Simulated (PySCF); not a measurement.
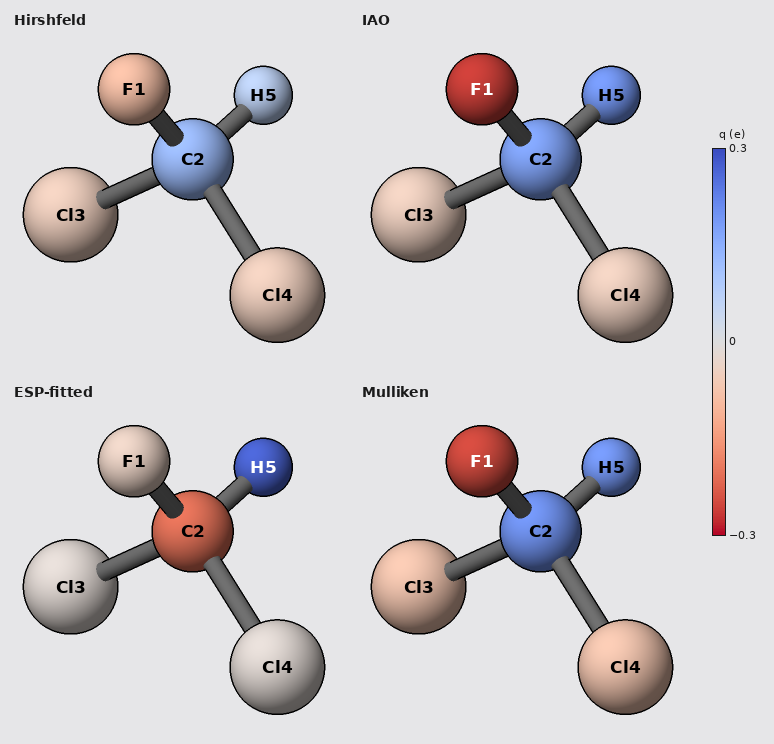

Atomic charges of one calculation by 4 schemes, on one colour scale. The computed structure is the end point of a GFN2-xTB optimisation. No frequency run is at hand to confirm it as a minimum. Level of theory: PBE0/pcSseg-1 (PySCF 2.14.0).

> On which atom do the schemes disagree most?

On C2 (from −0.20 to 0.19 e).

List the charges (e), one line for each set of equivalent atoms.

| atom | Hirshfeld | IAO | ESP-fitted | Mulliken |
| --- | --- | --- | --- | --- |
| F1 | −0.08 | −0.26 | −0.04 | −0.25 |
| C2 | 0.12 | 0.17 | −0.20 | 0.19 |
| Cl3, Cl4 | −0.05 | −0.05 | −0.01 | −0.07 |
| H5 | 0.06 | 0.19 | 0.26 | 0.19 |
